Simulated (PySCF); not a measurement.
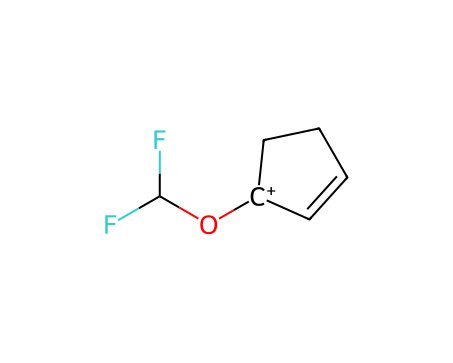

Skeletal drawing of a molecule. State: charge +1, singlet.

Write the SMILES.

Answer. FC(F)O[C+]1C=CCC1

Give the formula, hydrogens included.

Answer. C6H7F2O, charge +1.

An optimisation with GFN2-xTB gave a structure of which point group?

Answer. Cs. Other conformers may differ.

More results for the same structure follow; atom numbers are the same in all pictures, views and colours differ. The computed structure is the end point of a GFN2-xTB optimisation. No frequency run is at hand to confirm it as a minimum.

## Geometry

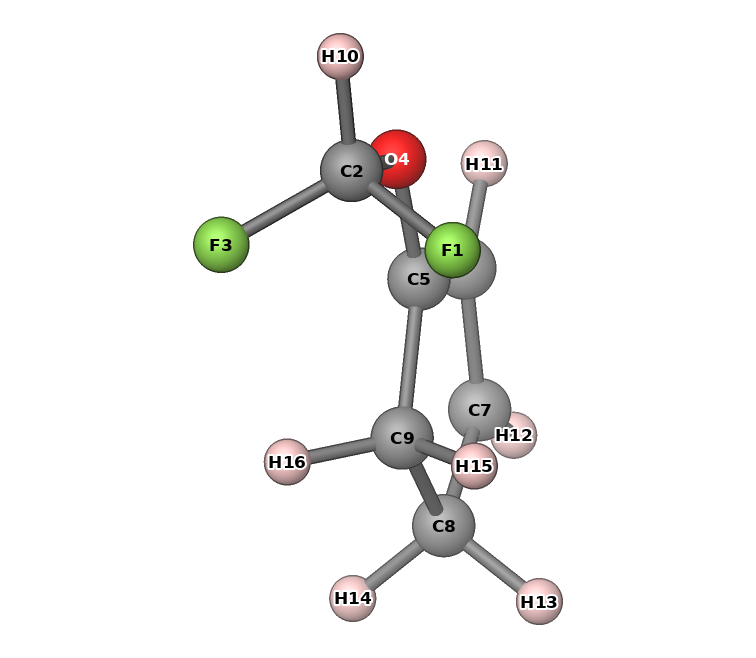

C6 lies behind C5. The molecule seen a little off the C5–C6 bond, C5 in front. Depth is shown by fading: the farther an atom, the more it takes the colour of the background. No frequency run is at hand to confirm it as a minimum.

What is the torsion angle O4–C5–C6–C7? The sign is positive where the front bond must turn clockwise to cover the back bond.

Answer. 180°, antiperiplanar (anti).

## Ring current

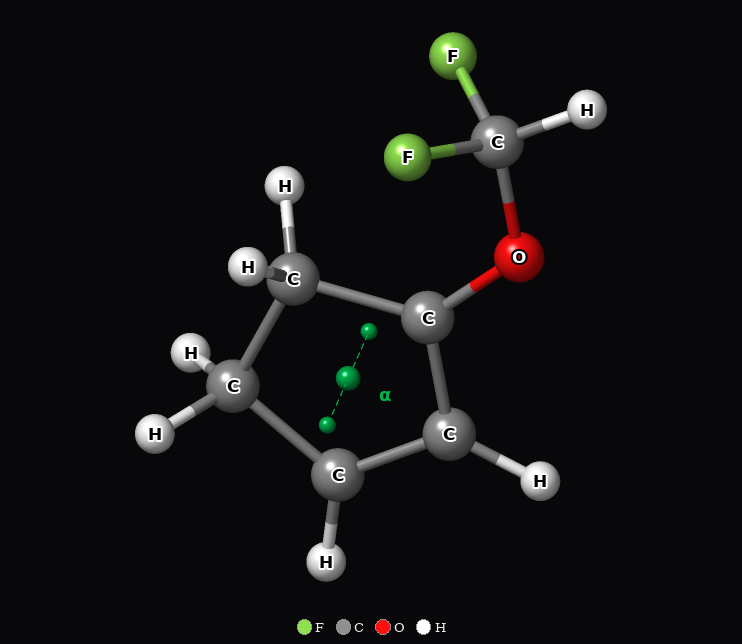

The small points mark where nucleus-independent chemical shifts (NICS) were computed: at the centre of each lettered ring and 1 Å above and below it. No frequency run is at hand to confirm it as a minimum. Method: GIAO PBE0/pcSseg-1 NMR shielding, non-relativistic, gas phase (PySCF 2.14.0).

Give NICS(0), NICS(1) and the out-of-plane component NICS(1)zz for each ring (means of the two sides).

```
ring  members  NICS(0)  NICS(1)  NICS(1)zz
   α       C5     −0.4     −5.1       −8.3
```

Values in ppm.

## Electronic properties

No frequency run is at hand to confirm it as a minimum. Level of theory: PBE0/def2-SVPD, gas phase (PySCF 2.14.0). Excitations: vertical, linear response.

Computed properties:

- HOMO energy (Kohn–Sham orbital): −13.86 eV
- LUMO energy (Kohn–Sham orbital): −8.05 eV
- HOMO–LUMO gap: 5.81 eV
- mean static polarisability: 70.1 bohr³
- lowest vertical singlet excitation: 5.32 eV
- its oscillator strength: 0.320

## Quadrupole coupling

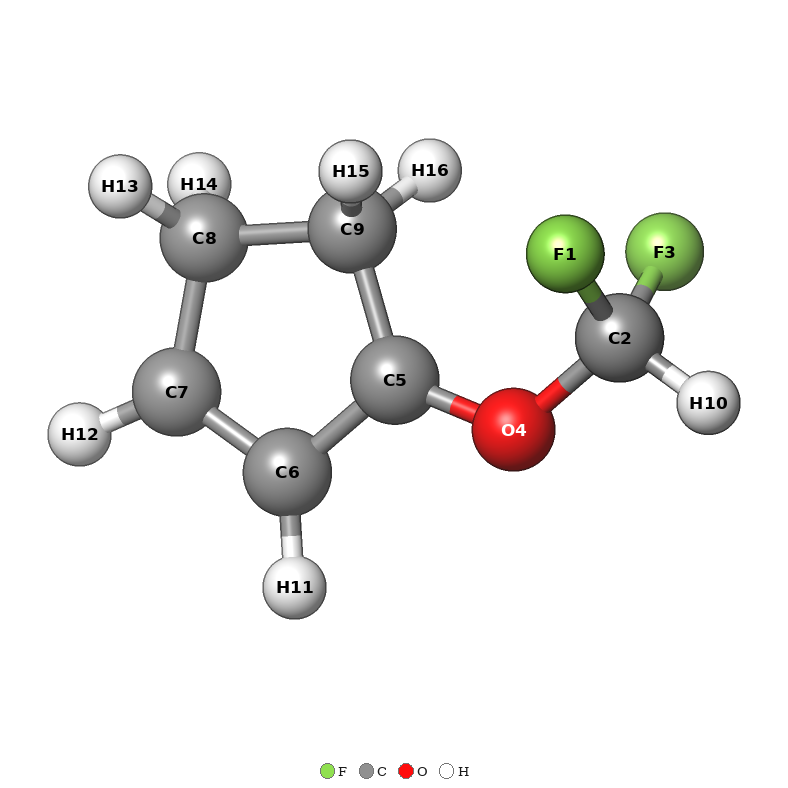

No frequency run is at hand to confirm it as a minimum. Electric field gradients from the ground-state density, PBE0/pcSseg-1 (PySCF 2.14.0), non-relativistic apart from any core potentials.

Give the largest field-gradient component, the quadrupole coupling constant and the asymmetry for 17O at O4 (Q = −25.6 mb), 2H at H10 (Q = 2.86 mb), 2H at H11 (Q = 2.86 mb), 2H at H12 (Q = 2.86 mb), 2H at H13 (Q = 2.86 mb).

```json
{"atom": "O4", "V_zz (a.u.)": "1.675", "e²qQ/h (MHz)": "−10.08", "η": "0.03"}
{"atom": "H10", "V_zz (a.u.)": "0.255", "e²qQ/h (MHz)": "0.171", "η": "0.02"}
{"atom": "H11", "V_zz (a.u.)": "0.325", "e²qQ/h (MHz)": "0.219", "η": "0.06"}
{"atom": "H12", "V_zz (a.u.)": "0.315", "e²qQ/h (MHz)": "0.212", "η": "0.02"}
{"atom": "H13", "V_zz (a.u.)": "0.291", "e²qQ/h (MHz)": "0.196", "η": "0.04"}
```
